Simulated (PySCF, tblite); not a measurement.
# C₇H₁₀N₂: excited states

What do calculations give for the excited states of C₇H₁₀N₂ (`CN(C)/C=C/C=C/C#N`)?

Computed with tblite 0.8.0 and PySCF 2.14.0 and routines of our own; the level stands in each step. Atoms count from 0.

## Step 1: The starting structure

19 atoms, charge 0, multiplicity 1; geometry from: force field or distance geometry start.

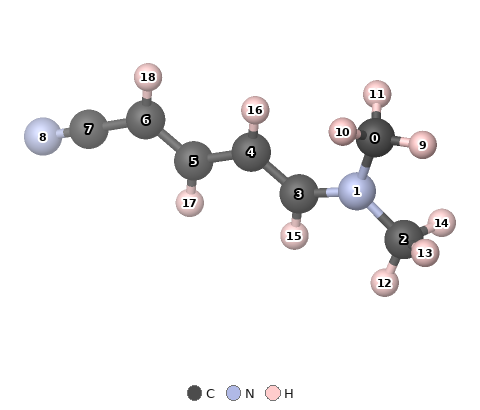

The starting geometry (carbon dark grey, nitrogen light blue, hydrogen pink).

## Step 2: Geometry optimisation with GFN2-xTB

Job settings and geometry (Å):

```
{"job": {"kind": "relax", "xc": "GFN2-xTB", "basis": "xTB"}, "charge": 0, "multiplicity": 1}
C     -2.000600    -1.209300     0.728400
N     -1.640200     0.036700     0.039700
C     -2.736600     0.773700    -0.538800
C     -0.320000     0.442200    -0.124800
C      0.800000    -0.152500     0.337600
C      2.116600     0.384100     0.078300
C      3.243900    -0.196100     0.524000
C      4.535200     0.352000     0.273400
N      5.585500     0.786200     0.061500
H     -3.099900    -1.345500     0.761100
H     -1.654800    -1.199600     1.762800
H     -1.583100    -2.073900     0.213500
H     -2.452300     1.789300    -0.831300
H     -3.562800     0.879700     0.172700
H     -3.121200     0.262200    -1.426600
H     -0.244800     1.357200    -0.680800
H      0.733500    -1.065000     0.910500
H      2.181800     1.300100    -0.498300
H      3.210100    -1.112300     1.112300
```

Launch:

```
$ OMP_NUM_THREADS=1 python excited_run.py task.json out
```

This one command runs all jobs of the session in turn.

Log:

```text
step      E/eV     max force
  0    -703.42858    1.655
  1    -703.47589    1.031
  2    -703.48476    1.382
  3    -703.50321    0.532
  4    -703.51479    0.356
  5    -703.52561    0.331
  6    -703.53153    0.197
  7    -703.53610    0.150
  8    -703.53913    0.134
  9    -703.54110    0.122
 10    -703.54279    0.116
 11    -703.54494    0.126
 12    -703.54739    0.141
 13    -703.54930    0.086
 14    -703.55055    0.085
 15    -703.55149    0.067
 16    -703.55226    0.074
 17    -703.55282    0.052
 18    -703.55329    0.048
 19    -703.55383    0.064
 20    -703.55442    0.067
 21    -703.55489    0.044
 22    -703.55516    0.047
 23    -703.55535    0.041
 24    -703.55554    0.037
 25    -703.55571    0.027
 26    -703.55582    0.024
 27    -703.55591    0.029
 28    -703.55602    0.030
 29    -703.55618    0.032
 30    -703.55636    0.031
 31    -703.55650    0.029
 32    -703.55663    0.026
 33    -703.55675    0.026
 34    -703.55685    0.024
 35    -703.55691    0.019
 36    -703.55696    0.015
 37    -703.55702    0.019
 38    -703.55711    0.029
 39    -703.55722    0.029
 40    -703.55732    0.027
 41    -703.55742    0.026
 42    -703.55754    0.029
 43    -703.55770    0.028
 44    -703.55786    0.032
 45    -703.55801    0.032
 46    -703.55814    0.028
 47    -703.55830    0.032
 48    -703.55848    0.031
 49    -703.55865    0.030
 50    -703.55879    0.029
 51    -703.55895    0.040
 52    -703.55913    0.041
 53    -703.55930    0.033
 54    -703.55940    0.019
 55    -703.55944    0.014
 56    -703.55948    0.016
 57    -703.55952    0.016
 58    -703.55955    0.012
 59    -703.55958    0.013
 60    -703.55961    0.015
 61    -703.55965    0.017
 62    -703.55970    0.016
 63    -703.55975    0.014
 64    -703.55980    0.016
 65    -703.55983    0.016
 66    -703.55986    0.017
 67    -703.55989    0.014
 68    -703.55992    0.014
 69    -703.55995    0.016
 70    -703.55998    0.014
 71    -703.56002    0.014
 72    -703.56008    0.016
 73    -703.56015    0.022
 74    -703.56024    0.030
 75    -703.56033    0.027
 76    -703.56040    0.015
 77    -703.56044    0.014
 78    -703.56047    0.013
 79    -703.56050    0.014
 80    -703.56053    0.013
 81    -703.56055    0.013
 82    -703.56058    0.013
 83    -703.56063    0.017
 84    -703.56069    0.025
 85    -703.56076    0.022
 86    -703.56087    0.032
 87    -703.56100    0.030
 88    -703.56117    0.035
 89    -703.56127    0.029
 90    -703.56133    0.021
 91    -703.56137    0.012
 92    -703.56139    0.012
 93    -703.56142    0.012
 94    -703.56146    0.012
 95    -703.56149    0.013
 96    -703.56152    0.011
 97    -703.56155    0.010
 98    -703.56157    0.011
 99    -703.56159    0.009
```

It took 0.48 s on 1 thread of Intel Xeon 6975P-C, shared host; peak memory 0.18 GiB.

Relaxation path: (not every step is listed)

| step | energy from step 0 (eV) | largest force (eV/Å) |
| --- | --- | --- |
| 0 | 0.0000 | 1.6552 |
| 1 | -0.0473 | 1.0314 |
| 2 | -0.0562 | 1.3824 |
| 3 | -0.0746 | 0.5324 |
| 4 | -0.0862 | 0.3565 |
| 5 | -0.0970 | 0.3312 |
| 6 | -0.1029 | 0.1973 |
| 7 | -0.1075 | 0.1495 |
| 8 | -0.1105 | 0.1339 |
| 16 | -0.1237 | 0.0744 |
| 24 | -0.1270 | 0.0370 |
| 32 | -0.1281 | 0.0265 |
| 40 | -0.1287 | 0.0269 |
| 48 | -0.1299 | 0.0307 |
| 56 | -0.1309 | 0.0155 |
| 64 | -0.1312 | 0.0158 |
| 72 | -0.1315 | 0.0161 |
| 80 | -0.1319 | 0.0135 |
| 88 | -0.1326 | 0.0350 |
| 94 | -0.1329 | 0.0124 |
| 95 | -0.1329 | 0.0127 |
| 96 | -0.1329 | 0.0112 |
| 97 | -0.1330 | 0.0100 |
| 98 | -0.1330 | 0.0109 |
| 99 | -0.1330 | 0.0094 |

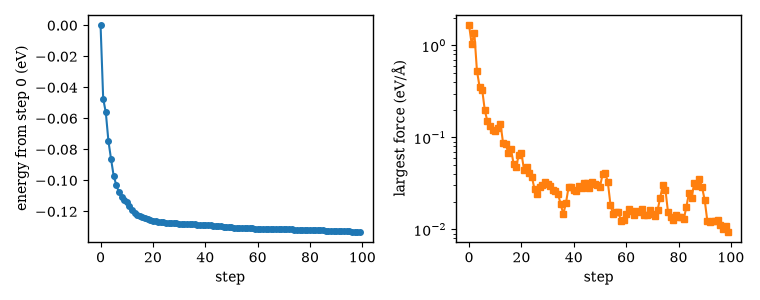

Energy and force, step by step.

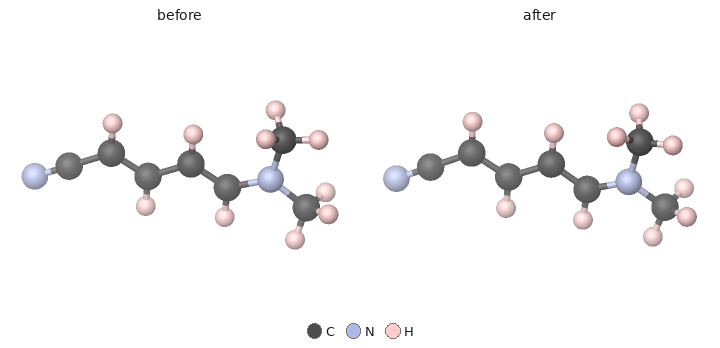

Before and after, at one scale.

Close pairs (by a distance rule), those that changed most:

| bond | before (Å) | after (Å) | change (Å) |
| --- | --- | --- | --- |
| N1–C3 | 1.391 | 1.352 | -0.039 |
| C6–C7 | 1.425 | 1.396 | -0.029 |
| C0–N1 | 1.469 | 1.441 | -0.028 |
| C4–C5 | 1.445 | 1.421 | -0.024 |
| C0–H9 | 1.108 | 1.088 | -0.020 |
| C3–H15 | 1.073 | 1.083 | +0.009 |
| C5–C6 | 1.344 | 1.351 | +0.008 |
| C6–H18 | 1.089 | 1.082 | -0.007 |

The final coordinates are the input of the step that follows.

## Step 3: Infrared spectrum with GFN2-xTB

Job settings and geometry (Å):

```
{"job": {"kind": "ir", "xc": "GFN2-xTB", "basis": "xTB"}, "charge": 0, "multiplicity": 1}
C     -1.947968    -1.162514     0.749410
N     -1.636999     0.090694     0.109664
C     -2.714727     0.740775    -0.587475
C     -0.354687     0.472527    -0.081471
C      0.761710    -0.174393     0.329928
C      2.057101     0.371814     0.124076
C      3.206913    -0.226731     0.506361
C      4.458594     0.351389     0.285572
N      5.491871     0.825941     0.108331
H     -3.009927    -1.188350     0.986065
H     -1.383674    -1.255278     1.677483
H     -1.709926    -2.017766     0.107498
H     -2.374461     1.687615    -1.001019
H     -3.539577     0.938997     0.101395
H     -3.091951     0.119006    -1.407428
H     -0.244216     1.418426    -0.596453
H      0.703362    -1.130841     0.827038
H      2.114063     1.332877    -0.373482
H      3.204696    -1.184938     1.009730
```

Log:

```text
mode    cm-1     km/mol
  1      61.4      1.54
  2      75.7      4.28
  3      81.9      3.93
  4     119.0      2.74
  5     126.3      1.60
  6     184.8      4.74
  7     196.4      9.40
  8     241.9      3.36
  9     324.0      1.82
 10     330.3      2.92
 11     344.7      5.91
 12     470.1      5.94
 13     496.0     10.41
 14     514.1      1.86
 15     609.5      4.11
 16     737.6      1.80
 17     756.6     12.85
 18     889.8      4.86
 19     926.3      2.02
 20     996.5     32.63
 21    1049.3     18.06
 22    1053.9     11.28
 23    1090.1      3.53
 24    1101.6    149.14
 25    1109.9      1.49
 26    1171.0      1.39
 27    1212.0     29.01
 28    1247.3     18.72
 29    1277.1      6.08
 30    1290.1      4.92
 31    1342.7      5.39
 32    1400.4    117.02
 33    1416.0     22.20
 34    1429.1      3.37
 35    1468.1     11.64
 36    1474.4      1.75
 37    1490.5     17.75
 38    1493.9      7.72
 39    1603.7    642.88
 40    1654.3    777.30
 41    2346.9    511.79
 42    2922.0     42.40
 43    2928.6     58.45
 44    2972.9     65.75
 45    3004.8     12.65
 46    3030.6     23.57
 47    3039.6     15.45
 48    3043.8      1.79
 49    3053.5      0.84
 50    3055.7     78.43
 51    3092.4     71.75
```

Wall time 0.52 s (1 thread of Intel Xeon 6975P-C, shared host); peak memory 0.18 GiB.

The strongest bands and the atoms that carry them (share of the mass-weighted mode):

| cm⁻¹ | km/mol | atoms |
| --- | --- | --- |
| 1102 | 149.1 | H10 21 %, H12 14 %, C0 11 % |
| 1400 | 117.0 | N1 28 %, C4 11 % |
| 1604 | 642.9 | C5 48 %, C6 36 % |
| 1654 | 777.3 | C3 52 %, C4 26 % |
| 2347 | 511.8 | C7 61 %, N8 38 % |
| 2973 | 65.8 | H13 88 % |
| 3056 | 78.4 | H15 42 %, H18 28 %, H17 17 % |
| 3092 | 71.8 | H16 88 % |

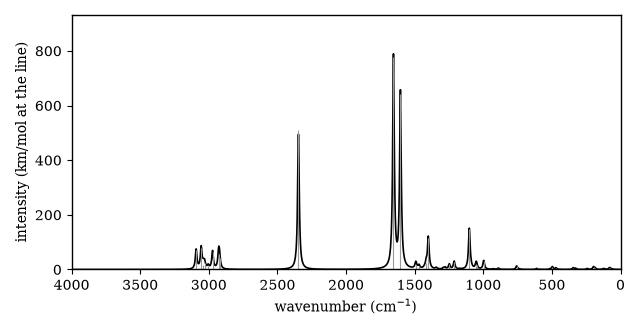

The infrared spectrum from these modes, unscaled. Lines are broadened to a width of 14 cm⁻¹ (Lorentzian).

## Step 4: Excited states: TDA LC-wPBE/def2-SVP

The job, as its differences from that of step 3:

```diff
@@ -1,2 +1,2 @@
-{"job": {"kind": "ir", "xc": "GFN2-xTB", "basis": "xTB"}, "charge": 0, "multiplicity": 1}
+{"job": {"kind": "states", "xc": "LC-wPBE", "basis": "def2-SVP", "tda": true, "soc": true, "nstates": 8, "ntriplets": 6, "nquad": 4}, "charge": 0, "multiplicity": 1}
 C     -1.947968    -1.162514     0.749410
```

With the program's defaults for keys left out, this is: TDA LC-wPBE/def2-SVP excited states, vertical, gas phase, spin-orbit mean-field couplings.

Log:

```text
coarse grid: 15928 points
cycle   1  E = -381.5066814387  dE =  1.768e+00  |g| = 5.645e-01  |ddm| = 4.646e+00
cycle   2  E = -381.4952402722  dE =  1.144e-02  |g| = 7.286e-01  |ddm| = 1.081e+00
cycle   3  E = -381.6066061342  dE = -1.114e-01  |g| = 6.954e-02  |ddm| = 5.346e-01
cycle   4  E = -381.6080432389  dE = -1.437e-03  |g| = 4.968e-02  |ddm| = 1.471e-01
cycle   5  E = -381.6087922743  dE = -7.490e-04  |g| = 1.324e-02  |ddm| = 6.288e-02
cycle   6  E = -381.6088679817  dE = -7.571e-05  |g| = 5.004e-03  |ddm| = 2.425e-02
cycle   7  E = -381.6088863167  dE = -1.834e-05  |g| = 2.382e-03  |ddm| = 1.446e-02
cycle   8  E = -381.6088899039  dE = -3.587e-06  |g| = 9.162e-04  |ddm| = 7.237e-03
final grid: 154160 points
cycle   9  E = -381.6704502158  dE = -3.299e-05  |g| = 4.255e-03  |ddm| = 2.615e-02
cycle  10  E = -381.6704523767  dE = -2.161e-06  |g| = 3.331e-03  |ddm| = 7.571e-03
cycle  11  E = -381.6704549333  dE = -2.557e-06  |g| = 7.594e-04  |ddm| = 3.132e-03
cycle  12  E = -381.6704550382  dE = -1.049e-07  |g| = 2.803e-04  |ddm| = 8.109e-04
cycle  13  E = -381.6704550619  dE = -2.366e-08  |g| = 1.330e-04  |ddm| = 4.240e-04
cycle  14  E = -381.6704550670  dE = -5.124e-09  |g| = 3.314e-05  |ddm| = 1.716e-04
cycle  15  E = -381.6704550681  dE = -1.110e-09  |g| = 1.932e-05  |ddm| = 1.259e-04
cycle  16  E = -381.6704550683  dE = -2.342e-10  |g| = 5.921e-06  |ddm| = 6.189e-05
converged SCF energy = -381.6704550683

Singlet excitations
state   eV       nm        f     d(h-e)  d(exc)  Lambda  PR(NTO)  |dmu|/D   mu/D   main configurations
  1   5.0267   246.7   1.46391   0.896   3.387   0.752   1.115    3.418   12.131   H->L 0.94
  2   6.6472   186.5   0.00014   0.807   3.216   0.459   1.280    3.724   12.392   H->L+2 0.51, H->L+4 0.09
  3   7.0235   176.5   0.00017   1.419   3.153   0.374   1.363    5.396    3.519   H-2->L 0.71, H->L+2 0.08
  4   7.2121   171.9   0.00336   1.185   3.418   0.426   1.589    4.310    8.263   H->L+4 0.33, H->L+1 0.25, H->L+3 0.09
  5   7.3479   168.7   0.01623   0.688   3.150   0.590   2.500                     H-1->L 0.38, H->L+1 0.20, H->L+2 0.11
  6   7.4311   166.8   0.02228   1.067   3.688   0.535   2.207                     H-1->L 0.32, H->L+1 0.26, H->L+2 0.14
  7   7.6514   162.0   0.05985   0.327   3.489   0.624   1.268                     H->L+3 0.59, H->L+4 0.23
  8   8.1494   152.1   0.00181   0.121   2.819   0.452   1.116                     H-5->L 0.69, H-3->L 0.18

Triplet excitations (Tamm-Dancoff)
state   eV     d(h-e)  d(exc)  Lambda  PR(NTO)   main configurations
  1   2.5350   0.227   3.067   0.755   1.105   H->L 0.90
  2   4.5242   0.198   2.422   0.722   2.053   H-1->L 0.45, H->L+3 0.34
  3   6.1998   0.251   2.855   0.455   1.797   H->L+2 0.25, H-2->L 0.20, H->L+4 0.11
  4   6.3801   0.263   2.886   0.659   2.598   H-1->L 0.22, H->L+3 0.17
  5   6.5709   0.628   2.945   0.646   3.243   H-1->L 0.19, H-2->L+4 0.12, H->L+3 0.12
  6   6.7085   0.719   3.143   0.395   1.962   H-2->L 0.51, H->L+2 0.25
S1 - T1 = 2.4918 eV

Spin-orbit couplings |<S|Hso|T>| (cm-1)
             T1       T2       T3       T4       T5       T6
S0        0.131    0.210    3.826    0.178    0.346   17.991
S1        0.020    0.155   11.866    0.066    0.293    3.790
S2        4.357    3.420    0.104    1.603    1.091    0.192
S3        7.876    6.461    0.197    3.082    3.892    0.497
S4        5.277    6.100    1.400    1.140    2.212    0.916
S5        1.059    0.217   19.380    0.291    0.233    8.347
S6        1.536    0.861   13.899    0.564    1.031    7.429
S7        0.902    0.523    1.746    0.442    0.454    2.294
S8        4.364    3.485    1.696    2.458    0.965    1.039
T1 sublevels (cm-1): 0.000 0.000 0.000   radiative rates (1/s): 0.00336 0.0126 0.000252
```

Run time: 38 s. Hardware: 1 thread of Intel Xeon 6975P-C, shared host; peak memory 0.86 GiB.

From this job:

| quantity | value |
| --- | --- |
| S1 less T1 | 2.49 eV |

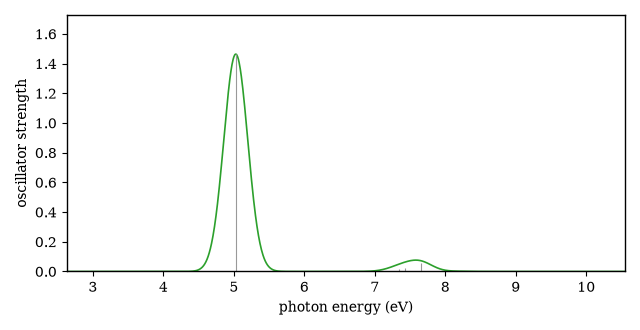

Absorption lines of the singlets. Lines are broadened to a width of 0.40 eV (Gaussian).

## Step 5: Excited states: TDDFT PBE0/def2-SVPD

The job, as its differences from that of step 4:

```diff
@@ -1,2 +1,2 @@
-{"job": {"kind": "states", "xc": "LC-wPBE", "basis": "def2-SVP", "tda": true, "soc": true, "nstates": 8, "ntriplets": 6, "nquad": 4}, "charge": 0, "multiplicity": 1}
+{"job": {"kind": "states", "xc": "PBE0", "basis": "def2-SVPD", "tpa": true, "nstates": 6, "nquad": 5, "ntriplets": 0}, "charge": 0, "multiplicity": 1}
 C     -1.947968    -1.162514     0.749410
```

Level: TDDFT PBE0/def2-SVPD excited states, vertical, gas phase, two-photon moments by quadratic response.

Log:

```text
coarse grid: 15928 points
cycle   1  E = -381.3812452491  dE =  1.244e+00  |g| = 4.786e-01  |ddm| = 7.412e+00
cycle   2  E = -381.2532103886  dE =  1.280e-01  |g| = 8.945e-01  |ddm| = 2.371e+00
cycle   3  E = -381.4446708012  dE = -1.915e-01  |g| = 1.388e-01  |ddm| = 1.495e+00
cycle   4  E = -381.4488402847  dE = -4.169e-03  |g| = 5.874e-02  |ddm| = 2.970e-01
cycle   5  E = -381.4493907441  dE = -5.505e-04  |g| = 3.555e-02  |ddm| = 1.369e-01
cycle   6  E = -381.4497063918  dE = -3.156e-04  |g| = 3.867e-03  |ddm| = 6.060e-02
cycle   7  E = -381.4497103048  dE = -3.913e-06  |g| = 1.866e-03  |ddm| = 1.271e-02
final grid: 154160 points
cycle   8  E = -381.4998218146  dE = -4.668e-05  |g| = 8.770e-03  |ddm| = 2.346e-01
cycle   9  E = -381.4998074363  dE =  1.438e-05  |g| = 1.141e-02  |ddm| = 3.734e-02
cycle  10  E = -381.4998407931  dE = -3.336e-05  |g| = 2.698e-03  |ddm| = 2.239e-02
cycle  11  E = -381.4998427048  dE = -1.912e-06  |g| = 4.943e-04  |ddm| = 4.958e-03
cycle  12  E = -381.4998427522  dE = -4.739e-08  |g| = 2.410e-04  |ddm| = 1.191e-03
cycle  13  E = -381.4998427642  dE = -1.199e-08  |g| = 8.295e-05  |ddm| = 4.007e-04
cycle  14  E = -381.4998427657  dE = -1.472e-09  |g| = 2.335e-05  |ddm| = 1.690e-04
cycle  15  E = -381.4998427658  dE = -1.356e-10  |g| = 6.767e-06  |ddm| = 5.380e-05
converged SCF energy = -381.4998427658

Singlet excitations
state   eV       nm        f     d(h-e)  d(exc)  Lambda  PR(NTO)  |dmu|/D   mu/D   delta(TPA)   sigma/GM   main configurations
  1   4.4194   280.5   1.07860   0.968   3.782   0.751   1.132    2.048   11.339      649.55      4.648   H->L 0.97
  2   5.0609   245.0   0.02509   2.846   5.019   0.285   1.006   10.852    2.255      400.64      3.759   H->L+1 0.97
  3   5.4563   227.2   0.00045   0.495   4.183   0.326   1.018    2.069    8.698       34.43      0.376   H->L+2 0.93
  4   5.8634   211.5   0.00153   0.858   4.300   0.510   1.058    2.915   11.617      145.17      1.828   H->L+4 0.49, H->L+3 0.33
  5   5.9991   206.7   0.03810   0.812   4.154   0.625   1.681    2.064    7.311     2876.44     37.925   H->L+3 0.43, H->L+4 0.29, H-1->L 0.25
  6   6.1410   201.9   0.00055   1.713   4.891   0.388   1.302                                            H->L+5 0.58, H-2->L 0.11, H->L+6 0.09
```

Run time: 45 s. Hardware: 1 thread of Intel Xeon 6975P-C, shared host; peak memory 1.1 GiB.

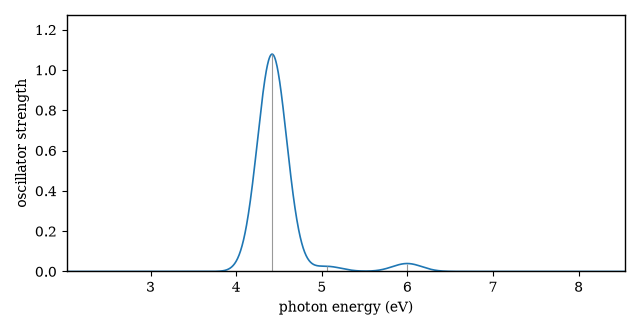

Absorption lines of the singlets. Lines are broadened to a width of 0.40 eV (Gaussian).

## Step 6: Outcome

| quantity | value |
| --- | --- |
| strongest single infrared mode (GFN2-xTB) | 1654 cm⁻¹, 777 km/mol |
| zero-point energy (GFN2-xTB) | 96.3 kcal/mol |
| S1 less T1 (step 4, TDA LC-wPBE/def2-SVP) | 2.49 eV |

In words: All 51 modes are real, so the xTB geometry is a minimum. The strongest single mode, at 1654 cm⁻¹, moves mainly C3 and C4. GFN2-xTB is a fitted tight-binding method: band positions and strengths are rough. Its intensities can rank the bands wrongly. In step 4, the number of triplets below S1 is 2, and the largest singlet-triplet spin-orbit coupling is S5–T3, 19.38 cm⁻¹.
